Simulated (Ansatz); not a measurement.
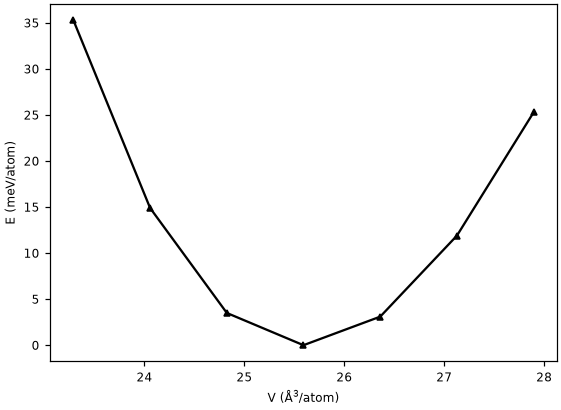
Figure. MgTe (CsCl type, space group No. 221) under volume change, plane-wave PAW PBE (Ansatz code), scaled uniformly.

### Question
What does a third-order Birch–Murnaghan fit give for V₀, B₀ and B′?

### Answer
V₀ = 25.60 Å³/atom, B₀ = 45.6 GPa, B′ = 4.3.

Space group Pm-3m (CsCl type). A made-up cell: these elements were put on the sites of a structure type; neither database checked (COD, Materials Project) lists it. COD files the formula under space group No. 186, so this cell is another polymorph or a model. Its standing as an ambient phase is unchecked. The cell was relaxed with PBE under the symmetry of its start. At this level the phase is dynamically unstable (imaginary phonons). Scalar-relativistic: spin–orbit coupling is off unless named, which matters more the heavier the elements.

Potentials: the later of the program's two PAW sets.
